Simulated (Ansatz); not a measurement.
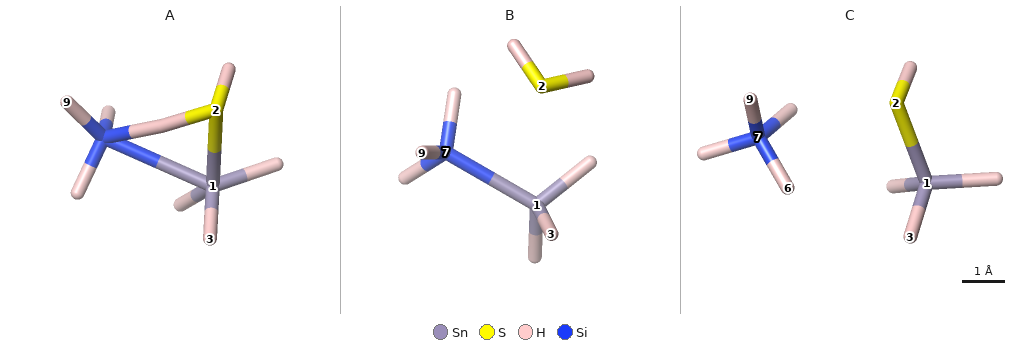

Three geometries of SnSiH8S: a saddle point and the two minima that it joins, in shuffled order. Style: stick. Shown from a free direction. Sticks join atoms that are closer than about 1.2 times the sum of their covalent radii (a little more with hydrogen).

Stationary points at PBE0-D4/def2-TZVP, single-point energies with CCSD(T)/CBS, PBE-QIDH, CAM-B3LYP-D4 (def2-TZVPP where no basis is named; Ansatz 0.2.0). The energies are electronic, without zero-point or thermal terms, and both ends are the minima reached downhill from the saddle, with any fragments still in contact. CCSD(T)/CBS stands for a frozen-core estimate: MP2 correlation extrapolated from def2-TZVPP and def2-QZVPP, CCSD(T) minus MP2 from the smaller set. Elements past krypton carry the basis set's effective core potentials.

### Which frame is the transition state, what reaction does it lead through, and what barrier is to be expected?

Frame A is the saddle point. Counted by bonded pieces, C holds SiH₄ + SnH₄S and B holds H₂S + SiSnH₆. From C over the saddle to B, bonds form: Si–Sn (4.25 → 2.91 → 2.56 Å), H–S (3.46 → 1.70 → 1.34 Å). Bonds break: S–Sn (2.41 → 2.77 → 3.82 Å), H–Si (1.49 → 1.84 → 3.59 Å). The saddle has one imaginary mode, 1265i cm⁻¹. With CCSD(T)/CBS the barrier is 57.5 kcal/mol from C and 49.9 kcal/mol from B, and B lies 7.5 kcal/mol above C.

```tsv
level	barrier from C (kcal/mol)	barrier from B (kcal/mol)	B less C (kcal/mol)
CCSD(T)/CBS	57.5	49.9	7.5
PBE-QIDH	57.6	50.5	7.1
CAM-B3LYP-D4	60.6	52.9	7.7
```

Against CCSD(T)/CBS, PBE-QIDH comes closest on the barrier from C (+0.1 kcal/mol) and CAM-B3LYP-D4 misses most (+3.1 kcal/mol).

Limits of the set-up: the start holds two separate molecules, 3.1 Å apart at their closest, whose relative position is a soft coordinate.
